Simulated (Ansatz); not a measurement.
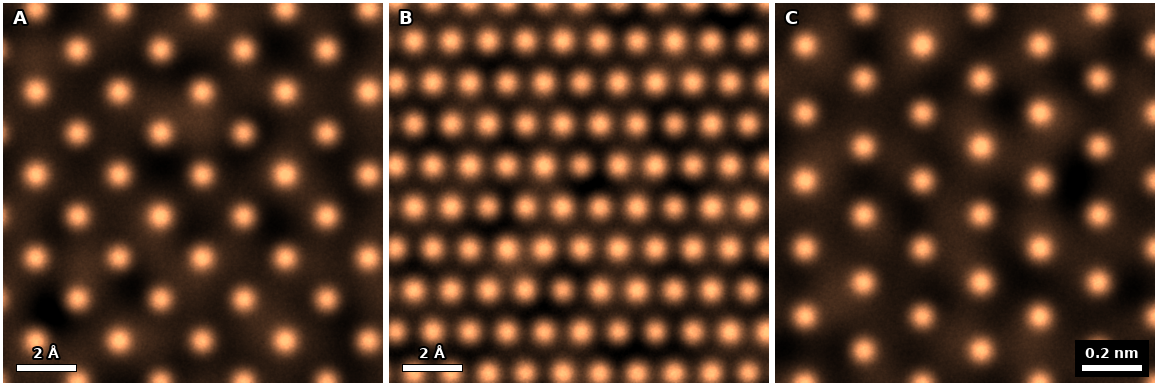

Three views of Ge (Fd-3m, No. 227) along different zone axes. Simulated incoherent Z contrast: every atom adds Z^1.7 spread by a probe of 0.68 Å full width; channelling and multiple scattering are left out. The probe carries 15 % of its weight in a tail 2.5 times as wide. Shot noise and the speckle of an amorphous layer were added. Model: the input geometry of an electronic-structure calculation (not necessarily at equilibrium).

```cif
data_structure
_symmetry_space_group_name_H-M 'Fd-3m:1'
_symmetry_Int_Tables_number 227
_cell_length_a 5.6856
_cell_length_b 5.6856
_cell_length_c 5.6856
_cell_angle_alpha 90.000
_cell_angle_beta 90.000
_cell_angle_gamma 90.000
_cell_volume 183.79
loop_
_atom_site_label
_atom_site_type_symbol
_atom_site_symmetry_multiplicity
_atom_site_Wyckoff_symbol
_atom_site_fract_x
_atom_site_fract_y
_atom_site_fract_z
_atom_site_occupancy
Ge1 Ge 8 a 0.00000 0.00000 0.00000 1
```

Match the panels to the zone axes [001], [111] and [210].

A is [001]: projected cell 2.01 × 2.01 Å, 90°, plane group p4mm. B is [210]: projected cell 1.27 × 1.56 Å, 114°, plane group c2mm. C is [111]: projected cell 2.32 × 2.32 Å, 120°, plane group p6mm.
